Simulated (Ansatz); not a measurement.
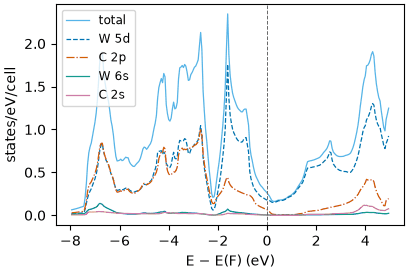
Figure. Total and projected density of states of WC in space group P-6m2 (No. 187; W on 1a, C on 1f), the program Ansatz at the r²SCAN level (PAW)

Q: Which orbitals carry the states next to the Fermi level?

A: Within 0.5 eV of the Fermi level: W 5d 71 %, C 2p 22 %. Projections are on Löwdin-orthogonalised atomic valence shells; empty p or d shells of many metals are not among them.

Q: Where is the tallest occupied peak in this window, and what makes it?

A: Near -1.6 eV, about 2.3 states/eV per cell; the largest projected share is W 5d.

The cell was relaxed with r²SCAN under the symmetry of its start. The run is not spin-polarised. Scalar-relativistic: spin–orbit coupling is off unless named, which matters more the heavier the elements.

Potentials: the earlier of the program's two PAW sets. The files were generated under PBE; for other functionals the program regenerates the frozen cores, and for LDA and PBEsol the local potential too.
